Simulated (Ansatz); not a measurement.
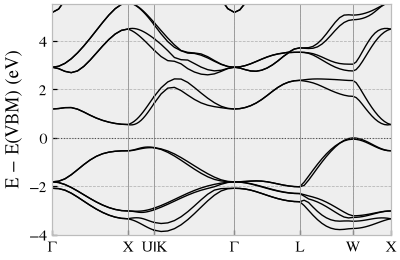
Band structure from the program Ansatz at the PBEsol with spin–orbit coupling level (PAW)

Problem. Read off the gap and where the band edges lie.

Solution. About 0.5 eV (0.54 eV by a search for the band edges); maximum at W, minimum on the W–X line, 92 % of the way from W.

The material is PbS (zinc blende, F-43m).

The start of the workflow was typed in or built on a structure type; neither database checked (COD, Materials Project) lists it. It is not the phase usual at ambient conditions (space group No. 225). Symmetry was held in the PBEsol relaxation. At this level the phase is mechanically unstable.

Potentials: the later of the program's two PAW sets.
